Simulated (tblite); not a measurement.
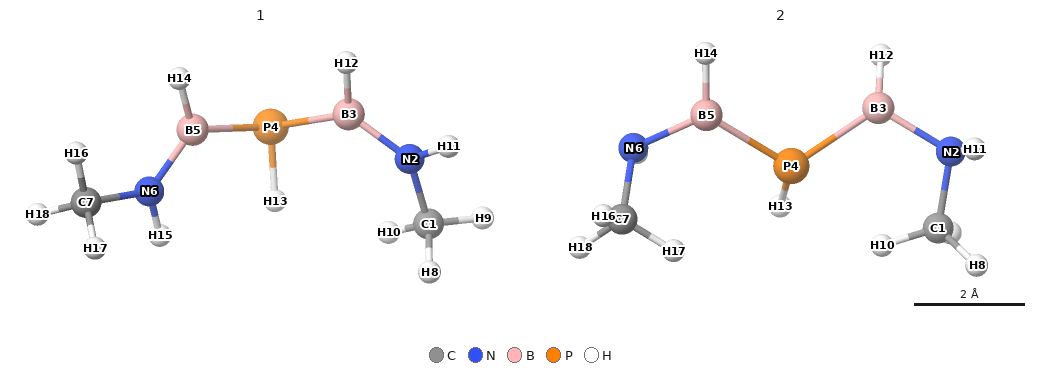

Two geometries of C2H11B2N2P, drawn at one scale. One is the start of a relaxation, the other its converged end. The picture is a ball-and-stick view, seen face on.

The calculation used GFN2-xTB geometry optimisation, gas phase (tblite 0.8.0). 

Question: Which of the two is the end point?

Answer: Structure 1 is the relaxed one. H15 moves most after the best rigid fit: 1.77 Å. By element the largest moves are H 1.77 Å, P 1.31 Å, N 1.03 Å, B 0.59 Å, C 0.50 Å. Some distances before and after: N2–B3 1.546 → 1.385 Å, B5–N6 1.533 → 1.382 Å, P4–B5 1.922 → 1.885 Å, P4–H13 1.419 → 1.389 Å. Among the angles between lasting bonds that change: C1–N2–B3 110.5° → 129.8°, B5–N6–C7 110.5° → 127.7°, B5–P4–H13 114.7° → 99.4°. The energy falls by 327.4 kJ/mol in 136 geometry steps.
